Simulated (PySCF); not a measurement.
# One shape, several levels: CH5Al (AlH2Me)

Aim: a comparison of 4 runs (B2PLYP/STO-3G, wB97X-V/STO-3G, CCSDTQ/STO-3G, NEVPT2(2,2)/STO-3G) of CH5Al (AlH2Me). Input form: a Python script.

The results are computed with PySCF 2.14.0.

**1. The structure to begin with**

CH5Al: 7 atoms, total charge 0, spin state singlet. As SMILES, `[H][Al]([H])[CH3]`. The shape comes from GFN2-xTB, which is rough for such elements, and wasn't checked as a minimum.

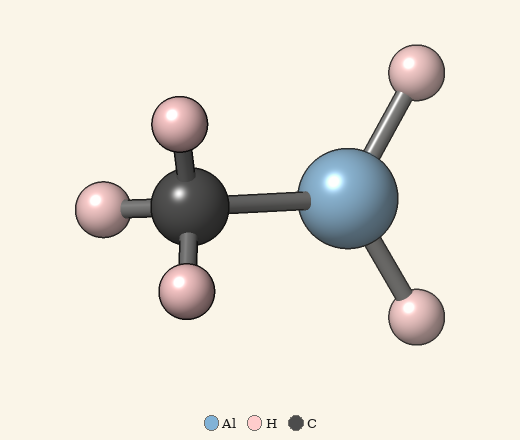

The structure, seen from a chosen angle (aluminium light blue, hydrogen pink, carbon dark grey).

**2. The energy at B2PLYP/STO-3G (run 1)**

Contents of run.py:

```python
from pyscf import gto, dft, mp

molecule = gto.Mole()
molecule.atom = '''
Al   0.532240   0.925980  -0.002840
H    2.079610   1.030730   0.039470
H   -0.157080   2.315610  -0.032820
C   -0.456800  -0.794540  -0.002750
H   -0.578610  -1.223840  -1.005100
H   -1.469240  -0.690290   0.408830
H    0.049890  -1.563640   0.595200
'''
molecule.spin = 0
molecule.verbose = 4
molecule.charge = 0
molecule.max_memory = 1860
molecule.basis = 'sto-3g'
molecule.build()

mf = dft.RKS(molecule)
mf.xc = '0.53*HF + 0.47*B88, 0.73*LYP'
mf.conv_tol = 1e-10
mf.grids.level = 5
mf.kernel()
if not mf.converged:
    mf = mf.newton().run(mf.mo_coeff, mf.mo_occ)

pt = mp.MP2(mf, frozen=6).run()
e_final = mf.e_tot + 0.27 * pt.e_corr
print('PT2 part  %.8f' % (0.27 * pt.e_corr))
print('Final energy', e_final)
```

Launch:

```
$ OMP_NUM_THREADS=1 python run.py
```

What it wrote:

```text
PySCF version 2.14.0

[... 71 lines left out ...]
converged SCF energy = -279.886169001488
[... 1 line left out ...]
******** <class 'pyscf.mp.mp2.RMP2'> ********
nocc = 6, nmo = 13
frozen orbitals 6
E(RMP2) = -279.99390003096  E_corr = -0.107731029471874
E(SCS-RMP2) = -280.008509654444  E_corr = -0.122340652956131
E_corr(same-spin) = -0.00800374893475129
E_corr(oppo-spin) = -0.0997272805371225
PT2 part  -0.02908738
Final energy -279.9152563794456
```

Wall time 2.8 s (1 thread of Arm Neoverse V1, shared host); peak memory 0.2 GiB.

**3. The energy at wB97X-V/STO-3G (run 2)**

Contents of job.py:

```python
from pyscf import gto, dft

molecule = gto.M(
    atom='''
Al     1.005788     1.749849    -0.005367
H      3.929893     1.947797     0.074587
H     -0.296838     4.375869    -0.062021
C     -0.863227    -1.501463    -0.005197
H     -1.093414    -2.312722    -1.899364
H     -2.776461    -1.304459     0.772577
H      0.094278    -2.954851     1.124765
''',
    max_memory=1860,
    basis='sto-3g',
    unit='bohr',
    verbose=3,
)

myscf = dft.RKS(molecule, xc='wb97x-v')
myscf.grids.level = 5
myscf.conv_tol = 1e-10
myscf.nlcgrids.level = 1
myscf.kernel()
if not myscf.converged:
    myscf = myscf.newton().run(myscf.mo_coeff, myscf.mo_occ)

energy = myscf.e_tot
print('E(%s) = %.9f' % ('WB97X-V', energy))
```

Launch:

```
$ OMP_NUM_THREADS=1 python job.py
```

What it wrote:

```text
converged SCF energy = -280.085506117556
E(WB97X-V) = -280.085506118
```

Wall time 23 s (1 thread of Arm Neoverse V1, shared host); peak memory 0.2 GiB.

**4. The energy at CCSDTQ/STO-3G (run 3)**

Contents of job.py:

```python
from pyscf import gto, cc

mol = gto.Mole()
mol.atom = '''
Al     1.005788     1.749849    -0.005367
H      3.929893     1.947797     0.074587
H     -0.296838     4.375869    -0.062021
C     -0.863227    -1.501463    -0.005197
H     -1.093414    -2.312722    -1.899364
H     -2.776461    -1.304459     0.772577
H      0.094278    -2.954851     1.124765
'''
mol.max_memory = 1860
mol.unit = 'bohr'
mol.basis = 'sto-3g'
mol.verbose = 3
mol.charge = 0
mol.build()

myscf = mol.RHF()
myscf.conv_tol = 1e-10
myscf.kernel()
if not myscf.converged:
    myscf = myscf.newton().run(myscf.mo_coeff, myscf.mo_occ)

mycc = cc.CCSDTQ(myscf, frozen=6)
mycc.kernel()
e_tot = mycc.e_tot
print('E(%s) = %.9f' % ('CCSDTQ', e_tot))
```

Launch:

```
$ OMP_NUM_THREADS=1 python job.py
```

What it wrote:

```text
converged SCF energy = -279.320734124603
_make_eris_incore_RCCSDTQ

WARN: A large `blksize` is being used, which may cause large memory consumption
      for storing contraction intermediates. If memory is sufficient, consider using
      `pyscf.cc.rccsdtq_highm.RCCSDTQ` instead.

RCCSDTQ converged
E(RCCSDTQ) = -279.4388498725676   E_corr = -0.1181157479644072
E_corr(same-spin) = -0.00482056038656222
E_corr(oppo-spin) = -0.113295187577845
E(CCSDTQ) = -279.438849873
```

It took 26 s on 1 thread of Arm Neoverse V1, shared host; peak memory 0.19 GiB.

**5. The energy at NEVPT2(2,2)/STO-3G (run 4)**

Contents of input.py:

```python
import numpy
from pyscf import gto, scf, mp, mcscf, mrpt

molecule = gto.Mole()
molecule.atom = [
    ('Al', (0.532240, 0.925980, -0.002840)),
    ('H', (2.079610, 1.030730, 0.039470)),
    ('H', (-0.157080, 2.315610, -0.032820)),
    ('C', (-0.456800, -0.794540, -0.002750)),
    ('H', (-0.578610, -1.223840, -1.005100)),
    ('H', (-1.469240, -0.690290, 0.408830)),
    ('H', (0.049890, -1.563640, 0.595200)),
]
molecule.max_memory = 1860
molecule.charge = 0
molecule.verbose = 3
molecule.basis = 'sto-3g'
molecule.build()

calc0 = scf.RHF(molecule)
calc0.conv_tol = 1e-10
calc0.kernel()
if not calc0.converged:
    calc0 = calc0.newton().run(calc0.mo_coeff, calc0.mo_occ)

pt = mp.MP2(scf.addons.convert_to_uhf(calc0)).run()
noons, natorbs = mcscf.addons.make_natural_orbitals(pt)
print('natural occupations', numpy.round(noons[:40], 4))
cas = mcscf.CASSCF(calc0, 2, 2)
cas.fix_spin_(ss=0.0)
cas.natorb = True
cas.kernel(natorbs)
e_pt2 = mrpt.NEVPT(cas).kernel()
etot = cas.e_tot + e_pt2
print('E = %.10f Eh' % etot)
```

Launch:

```
$ OMP_NUM_THREADS=1 python input.py
```

What it wrote:

```text
converged SCF energy = -279.320734104581
E(UMP2) = -279.413857446558  E_corr = -0.0931233419764801
E(SCS-UMP2) = -279.424863642199  E_corr = -0.104129537617645
natural occupations [2.     2.     1.9998 1.9995 1.9995 1.9992 1.9914 1.9891 1.987  1.9867
 1.9865 1.9827 0.02   0.0127 0.0126 0.0108 0.0096 0.0096 0.0034]
CASSCF energy = -279.333538492141
CASCI E = -279.333538492141  E(CI) = -1.37775276807940  S^2 = 0.0000000
Sr    (-1)',   E = -0.00000000000006
Si    (+1)',   E = -0.00000000000026
Sijrs (0)  ,   E = -0.06074313793423
Sijr  (+1) ,   E = -0.00568588007271
Srsi  (-1) ,   E = -0.00311238544566
Srs   (-2) ,   E = -0.00091848147843
Sij   (+2) ,   E = -0.00069793601929
Sir   (0)' ,   E = -0.01109112813231
Nevpt2 Energy = -0.082248949082938
E = -279.4157874412 Eh
```

Run time: 0.9 s. Hardware: 1 thread of Arm Neoverse V1, shared host; peak memory 0.12 GiB.

**6. All runs side by side**

```csv
run,level,frozen core orbitals,nlc grid,energy (Eh),dipole moment (D) of the reference,HOMO energy (eV),LUMO energy (eV),wall time
1,B2PLYP/STO-3G,6,–,-279.915256,0.16,-6.97,5.95,2.8 s
2,wB97X-V/STO-3G,–,1,-280.085506,0.17,-8.17,6.83,23 s
3,CCSDTQ/STO-3G,6,–,-279.438850,0.11,-9.03,8.86,26 s
4,"NEVPT2(2,2)/STO-3G",–,–,-279.415787,0.11,-9.03,8.86,0.9 s
```

**7. Summary of results**

| quantity | value |
| --- | --- |
| run 4: total energy | -279.41579 Eh |
| run 4: dipole moment (Hartree–Fock density) | 0.11 D |
| run 4: HOMO energy (Hartree–Fock orbitals) | -9.03 eV |
| run 4: LUMO energy (Hartree–Fock orbitals) | 8.86 eV |
| run 4: HOMO–LUMO gap (Hartree–Fock orbitals) | 17.89 eV |

Totals of different functionals can't be ranked against each other. In runs 1, 2, 3, 4 the basis is minimal, so the values are rough. All runs together took 52 s, the longest 26 s.
